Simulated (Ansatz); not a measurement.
Frequency calculation, with input and output: SnPH$_{5}$Cl$_{2}$O$_{2}$

The run: frequency calculation of SnPH$_{5}$Cl$_{2}$O$_{2}$. Method and program: RKS BLYP/def2-SVP (Ansatz 0.2.0).

It belongs to a series of runs on one base structure; here: vibrations at the highest image of the band. Figures and captions count atoms from 1; the log counts them from 0 in places.

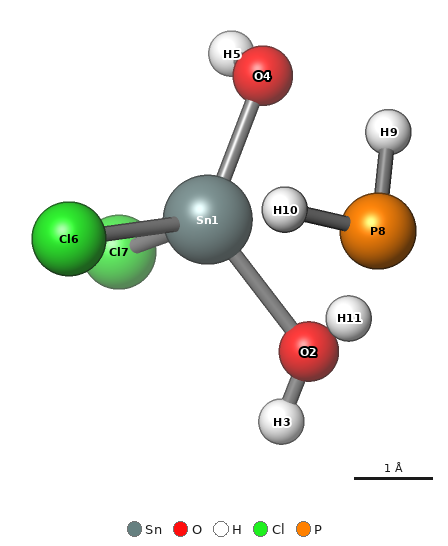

Figure 1. The structure as given in the input (ball-and-stick view, seen at a tilt; atoms are numbered from 1 in the order of the input). Sticks mark near contacts.

Input
```yaml
crystal:
  periodic: [false, false, false]
  atoms:
    - { symbol: Sn, position_ang: [0.212563, 0.190005, 0.020375] }
    - { symbol: O, position_ang: [-0.294051, 0.204299, 2.111977] }
    - { symbol: H, position_ang: [-1.212125, 0.018315, 2.419439] }
    - { symbol: O, position_ang: [2.124354, -0.159038, -0.547666] }
    - { symbol: H, position_ang: [2.136936, -1.057149, -0.949064] }
    - { symbol: Cl, position_ang: [-1.174783, 1.569904, -1.380963] }
    - { symbol: Cl, position_ang: [-0.724428, -1.992236, -0.383039] }
    - { symbol: P, position_ang: [1.359412, 2.557808, 1.585543] }
    - { symbol: H, position_ang: [2.471555, 1.905994, 0.959895] }
    - { symbol: H, position_ang: [0.790554, 3.13149, 0.403272] }
    - { symbol: H, position_ang: [0.30241, 1.364706, 2.123232] }
basis:
  gaussian: { orbitals: def2-SVP }
hamiltonian:
  xc: blyp
phonons: {}
```

Run as:
```bash
ansatz run input.yaml --threads 4 --pin off --max-ram 5120MiB --backend cpu --events-out ev --progress --plain --runs-dir out
```

Output
```
Engine: ansatz 0.2.0, x86_64-unknown-linux-gnu
Functional definition: BLYP
  parameter beta = 0.0042
  parameter a = 0.04918
  parameter b = 0.132
  parameter c = 0.2533
  parameter d = 0.349
  exchange = b88_x(beta = beta)
  correlation = lyp_c(a = a, b = b, c = c, d = d)
1464 factors; their error is unknown
mean field evaluation 1: about -44313.0171 eV, gradient 8.3e1 eV
mean field evaluation 2: about -44170.2619 eV, gradient 2.4e2 eV
mean field evaluation 4: about -44322.5873 eV, gradient 3.7e1 eV
mean field evaluation 8: about -44325.9531 eV, gradient 1.2e0 eV
mean field evaluation 16: about -44325.9159 eV, gradient 2.1e-3 eV
mean field -44325.91591510 eV, -1628.9473646950 hartree, gradient 5.2e-5 eV, S^2 0.000000; 0 other end points of the search recorded, 0 dependent functions left out
the calculation of the forces begins
reference -44325.91629622 eV, -1628.9473787009 hartree; 46, 46 occupied and 87, 87 virtual orbitals, 1464 factors
these checks for a lower state are left out or cut short: stability, starts, cluster_reference, orbital_swaps, neighbouring_geometries, increment
1464 factors; their error is unknown
mean field -44325.91587451 eV, -1628.9473632035 hartree, gradient 2.6e-6 eV, S^2 0.000000; 0 other end points of the search recorded, 0 dependent functions left out
[... from here on the field's lines of each further geometry are left out, up to the last ...]
the calculation of the forces begins
reference -44325.91627614 eV, -1628.9473779628 hartree; 46, 46 occupied and 87, 87 virtual orbitals, 1464 factors
these checks for a lower state are left out or cut short: stability, starts, cluster_reference, orbital_swaps, neighbouring_geometries, increment
1464 factors; their error is unknown
mean field evaluation 416: about -44325.9159 eV, gradient 2.8e-6 eV
mean field -44325.91590982 eV, -1628.9473645011 hartree, gradient 2.8e-6 eV, S^2 0.000000; 0 other end points of the search recorded, 0 dependent functions left out
the calculation of the forces begins
reference -44325.91629092 eV, -1628.9473785061 hartree; 46, 46 occupied and 87, 87 virtual orbitals, 1464 factors
WARN: phonons: modes at or below zero, which the zero-point energy, F, S and C_V leave out: 1, the lowest at -1160.55 cm⁻¹. A minimum has none, and a first-order saddle one
Total energy: -44325.91629622 eV, -1628.9473787009 hartree
Atom 0 at     0.212563     0.190005     0.020375 Å, force     0.013672     0.002213    -0.000814 eV/Å
Atom 1 at    -0.294051     0.204299     2.111977 Å, force    -0.011622     0.029087     0.004586 eV/Å
Atom 2 at    -1.212125     0.018315     2.419439 Å, force     0.004657    -0.027915    -0.000114 eV/Å
Atom 3 at     2.124354    -0.159038    -0.547666 Å, force    -0.005303    -0.001272     0.004450 eV/Å
Atom 4 at     2.136936    -1.057149    -0.949064 Å, force    -0.001100     0.000952     0.000970 eV/Å
Atom 5 at    -1.174783     1.569904    -1.380963 Å, force    -0.004719     0.008054    -0.003219 eV/Å
Atom 6 at    -0.724428    -1.992236    -0.383039 Å, force    -0.002683    -0.006447     0.001057 eV/Å
Atom 7 at     1.359412     2.557808     1.585543 Å, force    -0.008240    -0.004005    -0.012061 eV/Å
Atom 8 at     2.471555     1.905994     0.959895 Å, force    -0.001293    -0.002549     0.004134 eV/Å
Atom 9 at     0.790554     3.131490     0.403272 Å, force     0.005973     0.001719     0.003973 eV/Å
Atom 10 at     0.302410     1.364706     2.123232 Å, force     0.010658     0.000163    -0.002962 eV/Å
Dipole moment:    -0.062578     0.040669     0.354824 e Å
Vibrations: -1160.55 50.37 76.19 103.14 117.78 127.97 136.61 159.40 205.42 255.81 304.84 328.10 336.94 412.15 440.54 487.54 561.64 575.93 779.73 902.69 1008.82 1118.84 1332.29 2340.06 2365.80 3563.31 3599.98 cm⁻¹, zero-point energy 1.344725 eV
```

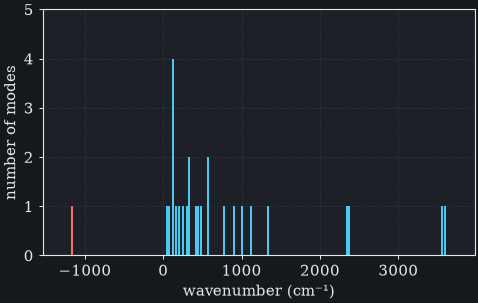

Figure 2. Harmonic vibrational wavenumbers from the force constants; neighbouring modes closer than 22 cm⁻¹ are counted in one stick, and imaginary ones are drawn at negative wavenumbers. 27 modes from 1161i to 3600 cm⁻¹, 1 imaginary beyond 8i (1161i cm⁻¹): a first-order saddle point, if the geometry is stationary.

Key numbers

- outcome: converged
- total energy: −44325.9163 eV
- mean-field energy: −44325.9163 eV
- largest force (length of the vector): 0.032 eV/Å
- hardware: 4 threads of AMD EPYC (Zen 3), 24 GiB of memory available, shared host
- wall time: 58 s (CPU time 3.5 min)
- peak memory: 0.22 GiB
